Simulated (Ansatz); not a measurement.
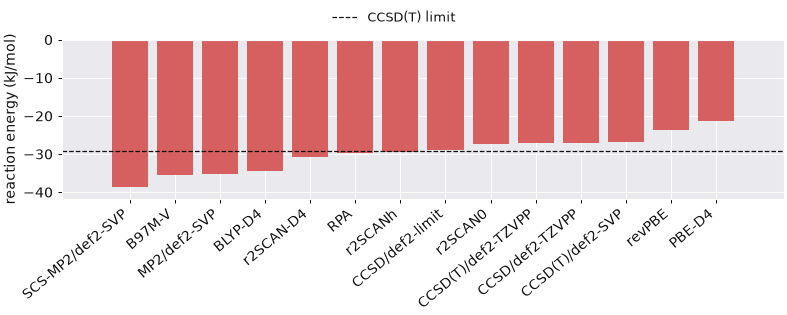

Electronic reaction energy of BSnNH₆ ([BH2][SnH2][NH2]) + H₂O (O) → SnNH₅O ([NH2][SnH2][OH]) + BH₃ (B) (SMILES in brackets) at several levels (functionals in def2-TZVPP unless a basis is named), isolated molecules at PBE0-D4 triple-zeta geometries, minima by their frequencies, no zero-point or thermal terms, the Ansatz code. The line is frozen-core CCSD(T) at the basis limit (MP2 extrapolated from triple and quadruple zeta, plus CCSD(T) less MP2 in a smaller set). RPA holds a correlation term that converges slowly with the basis, so part of the distance to the limit is basis error. No dispersion term is added to r2SCANh, r2SCAN0 and revPBE. The distance of SCS-MP2/def2-SVP, MP2/def2-SVP, CCSD(T)/def2-TZVPP, CCSD/def2-TZVPP and CCSD(T)/def2-SVP to the limit includes basis error. Core potentials past Kr.

Question: What do zero-point energy and temperature add?

Answer: Zero-point change −5.1 kJ/mol; at 298.15 K and 1 bar the CCSD(T) limit plus thermal terms gives an enthalpy of reaction of −34.8 and a free energy of −34.5 kJ/mol (harmonic PBE0-D4 modes, ideal gas).

Question: Which level comes closest to the line (CCSD(T) limit), and which misses most?

Answer: Closest CCSD/def2-limit (−29.0 kJ/mol), against −29.1 kJ/mol; farthest SCS-MP2/def2-SVP (−38.6 kJ/mol).

Note: outer-core shells are correlated without core-valence functions, which makes the correlated values less sure; spin-orbit coupling is left out, and with Sn it can shift these values.
